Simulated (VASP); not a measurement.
Band structure of CaZn$_{2}$Si$_{2}$ (space group I4/mmm). Level of theory: PBEsol GGA with spin-orbit coupling, VASP's PBE PAW potentials (set 64) (plane waves; VASP).

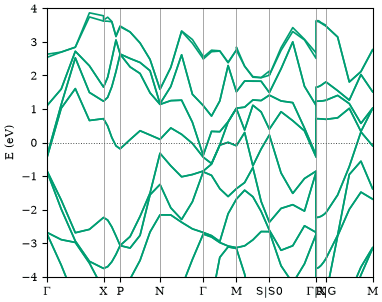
Figure: Bands along high-symmetry lines, zero at the valence-band maximum or, without a gap, the Fermi level

Q: Read the plot: is there a gap, and where are the band edges?

A: It has no gap at this level: it comes out as a metal or semimetal.

The structure comes from a computed database's CaZn2Si2 entry (I4/mmm); how it stands against other phases isn't given here. It was relaxed first.
